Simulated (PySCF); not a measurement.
SMILES C(=C)c1ccccc1 (C8H8) at its GFN2-xTB optimised geometry (Å):

```
16

C      0.9676     2.4892     0.0000
C      1.4376     1.2477     0.0000
C      0.6569     0.0159     0.0000
C      1.3304    -1.2071     0.0000
C      0.6381    -2.4026     0.0000
C     -0.7467    -2.4026     0.0000
C     -1.4301    -1.1974     0.0000
C     -0.7386    -0.0017     0.0000
H     -0.0848     2.7160     0.0000
H      1.6300     3.3380     0.0000
H      2.5107     1.0962     0.0000
H      2.4116    -1.2149     0.0000
H      1.1790    -3.3380     0.0000
H     -1.2907    -3.3357     0.0000
H     -2.5107    -1.1913     0.0000
H     -1.2889     0.9265     0.0000
```

Computed with PBE/def2-TZVP (PySCF).

Map of the deformation density (molecule minus spherical neutral atoms) (e/bohr³) on the plane z = 0.6 Å:

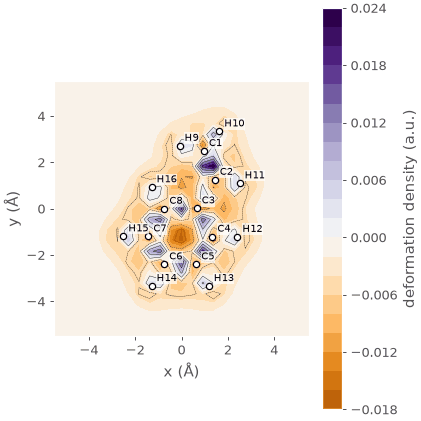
Deformation density (molecule minus spherical neutral atoms) (e/bohr³) on the plane z = 0.6 Å.
